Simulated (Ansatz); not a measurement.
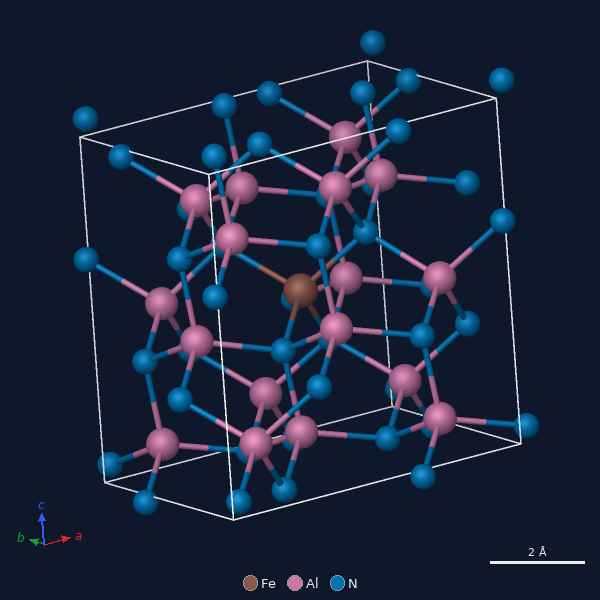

Crystal structure, ball-and-stick style, seen slightly off an axis. The frame is the supercell; atoms at its boundary are shown with their periodic copies. The host is AlN, in a cell of 36 sites, and the cell is neutral.

Question: What imperfection does the supercell contain?

Answer: Iron on an aluminium site (a substitutional impurity). It is bonded to four N in a tetrahedral arrangement at about 2.0 Å.

Method: DFT PBE, scalar-relativistic, plane waves, PAW (Ansatz 0.2.0); plane-wave cutoff 420 eV, k-points on a 3×3×3 grid, Gaussian smearing of 0.01 eV, collinear spins.

Question: Is there a net moment in the defective cell?

Answer: Yes, 5.0 μB in the cell.

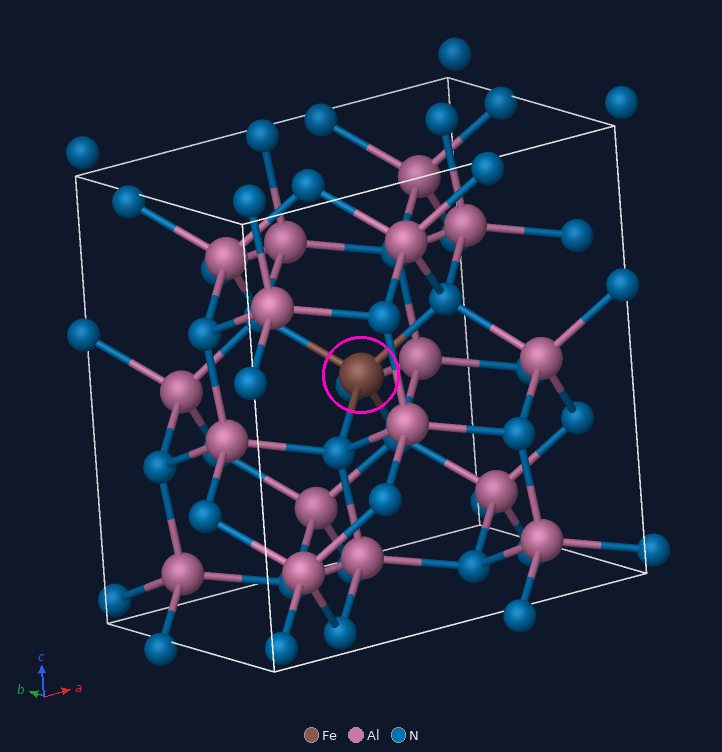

The same cell with a ring at the defect's site.

The atoms were relaxed in the host's cell with DFT PBE, scalar-relativistic, plane waves, PAW (Ansatz).
